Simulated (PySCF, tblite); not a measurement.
# tetracyanoethylene (C₆N₄): dynamics, then NMR shifts on frames, part 2 of 2

tblite 0.8.0 and PySCF 2.14.0. Atoms count from 0.

## (4) Nuclear shieldings: 425 fs, PBE0/pcSseg-1

The job: settings as JSON, then the geometry in Å.

```
{"job": {"kind": "nmr", "xc": "PBE0", "basis": "pcSseg-1", "pop": false}, "charge": 0, "multiplicity": 1}
N      2.318000    -2.397300    -0.295200
C      1.505900    -1.608400    -0.210900
C      0.555800    -0.636200     0.175000
C      0.720300     0.080100     1.372900
N      0.662600     0.752100     2.307300
C     -0.450300    -0.339600    -0.729200
C     -1.159200    -1.142500    -1.663100
N     -1.607900    -1.815300    -2.464800
C     -1.084800     0.948700    -0.598600
N     -1.472800     2.035200    -0.655400
```

Level: GIAO PBE0/pcSseg-1 NMR shielding, non-relativistic, gas phase.

Log:

```text
coarse grid: 10768 points
cycle   1  E = -446.6560634318  dE =  1.990e+00  |g| = 9.052e-01  |ddm| = 3.703e+00
cycle   2  E = -445.2082187914  dE =  1.448e+00  |g| = 2.671e+00  |ddm| = 3.490e+00
cycle   3  E = -446.8615579821  dE = -1.653e+00  |g| = 9.244e-02  |ddm| = 2.697e+00
cycle   4  E = -446.8627255038  dE = -1.168e-03  |g| = 6.206e-02  |ddm| = 1.406e-01
cycle   5  E = -446.8635551045  dE = -8.296e-04  |g| = 1.081e-02  |ddm| = 5.014e-02
cycle   6  E = -446.8635765134  dE = -2.141e-05  |g| = 3.903e-03  |ddm| = 1.052e-02
cycle   7  E = -446.8635797811  dE = -3.268e-06  |g| = 1.686e-03  |ddm| = 5.132e-03
final grid: 111216 points
cycle   8  E = -446.9192080240  dE = -2.022e-05  |g| = 4.668e-03  |ddm| = 3.027e-02
cycle   9  E = -446.9191993942  dE =  8.630e-06  |g| = 7.364e-03  |ddm| = 1.127e-02
cycle  10  E = -446.9192129740  dE = -1.358e-05  |g| = 1.705e-03  |ddm| = 7.544e-03
cycle  11  E = -446.9192135932  dE = -6.192e-07  |g| = 5.099e-04  |ddm| = 1.474e-03
cycle  12  E = -446.9192136526  dE = -5.936e-08  |g| = 8.570e-05  |ddm| = 4.684e-04
cycle  13  E = -446.9192136540  dE = -1.464e-09  |g| = 4.235e-05  |ddm| = 1.031e-04
cycle  14  E = -446.9192136544  dE = -3.823e-10  |g| = 1.427e-05  |ddm| = 4.380e-05
converged SCF energy = -446.9192136544

GIAO shielding tensors (ppm)
atom      isotropic    diamagn.    paramagn.     s11        s22        s33       span
  0 N      -96.421     336.768    -433.188   -257.160   -225.619    193.517    450.677
  1 C       71.658     255.840    -184.182    -44.615    -32.353    291.941    336.556
  2 C       71.707     249.850    -178.142    -44.876    102.265    157.733    202.608
  3 C       69.127     259.645    -190.519    -45.242    -39.520    292.143    337.385
  4 N     -114.742     337.663    -452.405   -282.602   -235.254    173.629    456.231
  5 C       63.954     250.429    -186.475    -50.873     87.731    155.004    205.877
  6 C       72.930     256.995    -184.065    -41.445    -32.252    292.487    333.931
  7 N     -103.351     336.358    -439.709   -261.423   -224.413    175.783    437.206
  8 C       65.240     259.729    -194.489    -52.201    -44.090    292.011    344.212
  9 N     -102.044     337.348    -439.392   -267.090   -222.686    183.643    450.733
```

Run time: 17 s. Hardware: 1 thread of Arm Neoverse V1, shared host; peak memory 0.83 GiB.

This run: δ C5 123.0, C8 121.7, C3 117.8, C1 115.3 ppm.

## (5) Shielding tensors: 625 fs, PBE0/pcSseg-1

The job: settings as JSON, then the geometry in Å.

```
{"job": {"kind": "nmr", "xc": "PBE0", "basis": "pcSseg-1", "pop": false}, "charge": 0, "multiplicity": 1}
N      1.426800    -3.144100    -0.508500
C      0.943600    -2.220300     0.012200
C      0.511300    -0.917100     0.479600
C      0.946000    -0.216700     1.557300
N      1.061500     0.541000     2.403200
C     -0.145000    -0.182100    -0.459500
C     -0.815000    -0.827300    -1.623100
N     -1.516000    -1.278000    -2.394600
C     -0.491200     1.137600    -0.098700
N     -0.576100     2.268600     0.022700
```

With the program's defaults for keys left out, this is: GIAO PBE0/pcSseg-1 NMR shielding, non-relativistic, gas phase.

Log:

```text
coarse grid: 10768 points
cycle   1  E = -446.6504864967  dE =  2.024e+00  |g| = 9.069e-01  |ddm| = 3.698e+00
cycle   2  E = -445.1801687040  dE =  1.470e+00  |g| = 2.695e+00  |ddm| = 3.477e+00
cycle   3  E = -446.8558881152  dE = -1.676e+00  |g| = 9.290e-02  |ddm| = 2.687e+00
cycle   4  E = -446.8567315373  dE = -8.434e-04  |g| = 7.296e-02  |ddm| = 1.376e-01
cycle   5  E = -446.8578443161  dE = -1.113e-03  |g| = 1.112e-02  |ddm| = 5.600e-02
cycle   6  E = -446.8578685008  dE = -2.418e-05  |g| = 3.846e-03  |ddm| = 1.227e-02
cycle   7  E = -446.8578708140  dE = -2.313e-06  |g| = 2.042e-03  |ddm| = 4.151e-03
final grid: 111216 points
cycle   8  E = -446.9141098604  dE = -1.860e-05  |g| = 5.525e-03  |ddm| = 3.072e-02
cycle   9  E = -446.9140922810  dE =  1.758e-05  |g| = 1.056e-02  |ddm| = 1.244e-02
cycle  10  E = -446.9141162601  dE = -2.398e-05  |g| = 1.688e-03  |ddm| = 8.321e-03
cycle  11  E = -446.9141168478  dE = -5.877e-07  |g| = 4.194e-04  |ddm| = 1.427e-03
cycle  12  E = -446.9141168879  dE = -4.013e-08  |g| = 1.247e-04  |ddm| = 4.295e-04
cycle  13  E = -446.9141168906  dE = -2.686e-09  |g| = 6.334e-05  |ddm| = 1.285e-04
cycle  14  E = -446.9141168913  dE = -6.783e-10  |g| = 3.026e-05  |ddm| = 5.795e-05
converged SCF energy = -446.9141168913

GIAO shielding tensors (ppm)
atom      isotropic    diamagn.    paramagn.     s11        s22        s33       span
  0 N      -97.292     336.123    -433.415   -263.746   -242.578    214.448    478.193
  1 C       68.175     257.846    -189.671    -44.641    -43.722    292.888    337.529
  2 C       69.173     250.663    -181.490    -51.241    106.398    152.362    203.603
  3 C       71.127     261.319    -190.192    -42.044    -38.153    293.577    335.622
  4 N     -115.128     337.243    -452.371   -258.998   -257.266    170.880    429.878
  5 C       52.291     253.218    -200.927    -77.597     96.942    137.527    215.124
  6 C       71.876     259.289    -187.414    -39.427    -33.986    289.040    328.467
  7 N      -78.183     337.821    -416.004   -242.845   -224.123    232.419    475.263
  8 C       69.101     260.726    -191.625    -44.118    -40.685    292.107    336.225
  9 N     -108.964     338.182    -447.146   -267.523   -239.604    180.234    447.758
```

Wall time 17 s (1 thread of Arm Neoverse V1, shared host); peak memory 0.83 GiB.

Key values: δ C5 134.6, C1 118.7, C8 117.8, C2 117.8 ppm.

## (6) Shielding tensors: 800 fs, PBE0/pcSseg-1

The job: settings as JSON, then the geometry in Å.

```
{"job": {"kind": "nmr", "xc": "PBE0", "basis": "pcSseg-1", "pop": false}, "charge": 0, "multiplicity": 1}
N      0.257500    -2.825000     0.024800
C      0.158800    -1.712300     0.345700
C      0.267300    -0.296100     0.596400
C      1.189200     0.036500     1.612000
N      1.995700     0.450800     2.260600
C     -0.592200     0.572300     0.079100
C     -1.272600    -0.128800    -1.031500
N     -1.477300    -0.874500    -1.915500
C     -0.946100     1.881700     0.393100
N     -1.525100     2.826700     0.681200
```

With the program's defaults for keys left out, this is: GIAO PBE0/pcSseg-1 NMR shielding, non-relativistic, gas phase.

Log:

```text
coarse grid: 10768 points
cycle   1  E = -446.6463400612  dE =  2.026e+00  |g| = 9.048e-01  |ddm| = 3.741e+00
cycle   2  E = -445.1801372815  dE =  1.466e+00  |g| = 2.689e+00  |ddm| = 3.527e+00
cycle   3  E = -446.8502382314  dE = -1.670e+00  |g| = 1.057e-01  |ddm| = 2.709e+00
cycle   4  E = -446.8492066265  dE =  1.032e-03  |g| = 1.290e-01  |ddm| = 1.824e-01
cycle   5  E = -446.8527706691  dE = -3.564e-03  |g| = 1.144e-02  |ddm| = 9.117e-02
cycle   6  E = -446.8527911823  dE = -2.051e-05  |g| = 6.679e-03  |ddm| = 1.545e-02
cycle   7  E = -446.8527996271  dE = -8.445e-06  |g| = 3.105e-03  |ddm| = 6.958e-03
final grid: 111216 points
cycle   8  E = -446.9090546636  dE = -1.491e-05  |g| = 7.279e-03  |ddm| = 3.344e-02
cycle   9  E = -446.9090137686  dE =  4.089e-05  |g| = 1.551e-02  |ddm| = 1.617e-02
cycle  10  E = -446.9090661511  dE = -5.238e-05  |g| = 1.637e-03  |ddm| = 1.147e-02
cycle  11  E = -446.9090666260  dE = -4.749e-07  |g| = 6.508e-04  |ddm| = 1.539e-03
cycle  12  E = -446.9090667123  dE = -8.624e-08  |g| = 1.679e-04  |ddm| = 5.523e-04
cycle  13  E = -446.9090667169  dE = -4.660e-09  |g| = 9.304e-05  |ddm| = 1.892e-04
cycle  14  E = -446.9090667185  dE = -1.582e-09  |g| = 3.920e-05  |ddm| = 9.012e-05
cycle  15  E = -446.9090667188  dE = -3.265e-10  |g| = 8.964e-06  |ddm| = 3.339e-05
converged SCF energy = -446.9090667188

GIAO shielding tensors (ppm)
atom      isotropic    diamagn.    paramagn.     s11        s22        s33       span
  0 N     -109.296     336.458    -445.754   -284.842   -237.937    194.891    479.732
  1 C       63.893     259.566    -195.673    -56.275    -44.255    292.210    348.485
  2 C       73.462     249.777    -176.315    -29.185     99.231    150.341    179.526
  3 C       75.457     258.844    -183.387    -36.684    -30.304    293.358    330.043
  4 N      -79.036     338.209    -417.244   -230.210   -219.782    212.885    443.095
  5 C       71.362     250.018    -178.656    -35.210    100.758    148.538    183.748
  6 C       60.156     261.947    -201.792    -58.711    -50.276    289.455    348.165
  7 N      -98.994     336.385    -435.379   -269.494   -248.047    220.558    490.053
  8 C       73.867     256.031    -182.164    -39.294    -34.335    295.229    334.523
  9 N     -112.581     337.017    -449.599   -279.111   -247.290    188.656    467.767
```

It took 17 s on 1 thread of Arm Neoverse V1, shared host; peak memory 0.83 GiB.

In short: δ C6 126.8, C1 123.0, C5 115.6, C2 113.5 ppm.

## (7) NMR shieldings: 1000 fs, PBE0/pcSseg-1

The job: settings as JSON, then the geometry in Å.

```
{"job": {"kind": "nmr", "xc": "PBE0", "basis": "pcSseg-1", "pop": false}, "charge": 0, "multiplicity": 1}
N      0.704700    -2.357200    -0.047200
C      0.271900    -1.290300     0.130400
C     -0.231900    -0.014000     0.673200
C      0.202300     0.374800     2.067000
N      0.503500     0.656900     3.107400
C     -1.180400     0.749800    -0.013200
C     -1.958900     0.003800    -0.966900
N     -2.629000    -0.511300    -1.737900
C     -1.608000     2.025500     0.434000
N     -2.071200     3.034700     0.744600
```

With the program's defaults for keys left out, this is: GIAO PBE0/pcSseg-1 NMR shielding, non-relativistic, gas phase.

Log:

```text
coarse grid: 10768 points
cycle   1  E = -446.6311748391  dE =  1.816e+00  |g| = 9.551e-01  |ddm| = 3.663e+00
cycle   2  E = -444.9701446714  dE =  1.661e+00  |g| = 2.844e+00  |ddm| = 3.638e+00
cycle   3  E = -446.8605863201  dE = -1.890e+00  |g| = 1.046e-01  |ddm| = 2.845e+00
cycle   4  E = -446.8610454638  dE = -4.591e-04  |g| = 9.839e-02  |ddm| = 1.583e-01
cycle   5  E = -446.8631226112  dE = -2.077e-03  |g| = 1.114e-02  |ddm| = 7.306e-02
cycle   6  E = -446.8631451136  dE = -2.250e-05  |g| = 4.950e-03  |ddm| = 1.326e-02
cycle   7  E = -446.8631499108  dE = -4.797e-06  |g| = 2.821e-03  |ddm| = 6.769e-03
final grid: 111216 points
cycle   8  E = -446.9198114636  dE = -1.610e-05  |g| = 6.747e-03  |ddm| = 2.882e-02
cycle   9  E = -446.9197797762  dE =  3.169e-05  |g| = 1.322e-02  |ddm| = 1.649e-02
cycle  10  E = -446.9198222488  dE = -4.247e-05  |g| = 1.870e-03  |ddm| = 1.138e-02
cycle  11  E = -446.9198228514  dE = -6.026e-07  |g| = 7.746e-04  |ddm| = 1.733e-03
cycle  12  E = -446.9198229956  dE = -1.442e-07  |g| = 9.993e-05  |ddm| = 6.436e-04
cycle  13  E = -446.9198229960  dE = -3.614e-10  |g| = 1.007e-04  |ddm| = 1.419e-04
cycle  14  E = -446.9198229980  dE = -2.014e-09  |g| = 3.269e-05  |ddm| = 9.052e-05
cycle  15  E = -446.9198229982  dE = -2.357e-10  |g| = 7.871e-06  |ddm| = 2.544e-05
converged SCF energy = -446.9198229982

GIAO shielding tensors (ppm)
atom      isotropic    diamagn.    paramagn.     s11        s22        s33       span
  0 N     -110.279     336.823    -447.102   -268.252   -262.858    200.273    468.525
  1 C       66.146     257.458    -191.312    -50.908    -41.041    290.385    341.293
  2 C       51.067     252.244    -201.177    -74.256     90.994    136.464    210.721
  3 C       74.573     257.956    -183.384    -36.030    -28.085    287.833    323.863
  4 N      -65.773     337.675    -403.448   -228.991   -201.806    233.477    462.468
  5 C       66.195     246.982    -180.787    -54.969    102.177    151.377    206.347
  6 C       70.920     257.366    -186.446    -42.909    -36.143    291.813    334.722
  7 N      -88.643     336.496    -425.139   -257.242   -212.631    203.943    461.186
  8 C       70.258     254.856    -184.598    -44.424    -37.531    292.729    337.152
  9 N     -106.843     336.021    -442.864   -261.368   -248.769    189.609    450.977
```

Run time: 17 s. Hardware: 1 thread of Arm Neoverse V1, shared host; peak memory 0.83 GiB.

This run: δ C2 135.9, C1 120.8, C5 120.7, C8 116.7 ppm.

## (8) Comparing the runs: NMR shifts

Shifts (ppm) of some atoms, chosen among heavy atoms and hydrogens apart, with basis size and wall time:

```csv
frame,C2,N9,N4,N7,N0,functions,time
250 fs,107.6,416.4,385.4,360.0,339.7,170,23 s
425 fs,115.2,369.8,382.5,371.1,364.1,170,17 s
625 fs,117.8,376.7,382.9,345.9,365.0,170,17 s
800 fs,113.5,380.3,346.8,366.7,377.0,170,17 s
1000 fs,135.9,374.6,333.5,356.4,378.0,170,17 s
```

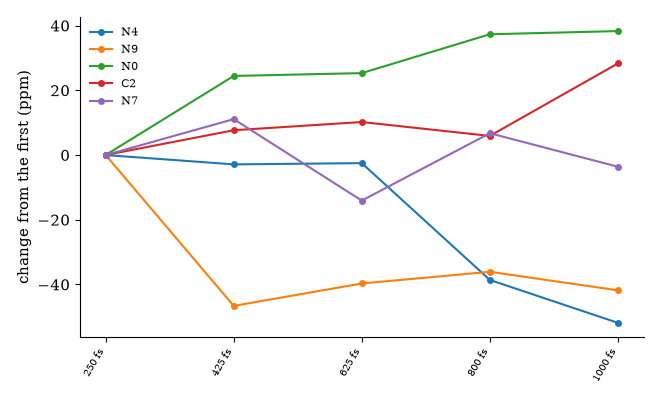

How the tabulated atoms move from run to run.

## (9) Summary of results

The summary covers parts 1 to 2.

| quantity | value |
| --- | --- |
| thermostat | 600 K |
| mean temperature, second half | 623 K |
| mean potential energy above the minimum | 0.61 eV |
| ¹³C shifts against TMS (PBE0/pcSseg-1, 250 fs) | 120.7, 120.4, 119.5, 111.8, 110.8, 107.6 ppm |
| ¹⁵N shifts against NH3 (PBE0/pcSseg-1, 250 fs) | 416.4, 385.4, 360.0, 339.7 ppm |
| surface potential, 1st and 99th percentile | -0.96 V and 2.09 V |
| range of the shift of N4 | 333.5 to 385.4 ppm |

In words: In the second half the potential energy averages 0.61 eV above the minimum; equipartition over 24 harmonic modes at 600 K would give 0.62 eV. With 10 atoms the temperature swings widely (251 to 780 K). Shifts at one fixed geometry are not the observed spectrum, which averages over the motion. At PBE0/pcSseg-1, counted by nearest atom on the grid, the HOMO lies on C2, C5 about 17 % each; N4, N9 about 15 % each, the LUMO on C2, C5 about 22 % each; N9 15 %. In ppm, N4 moves most: its shift spreads over 51.9 ppm, from 333.5 (1000 fs) to 385.4 (250 fs).
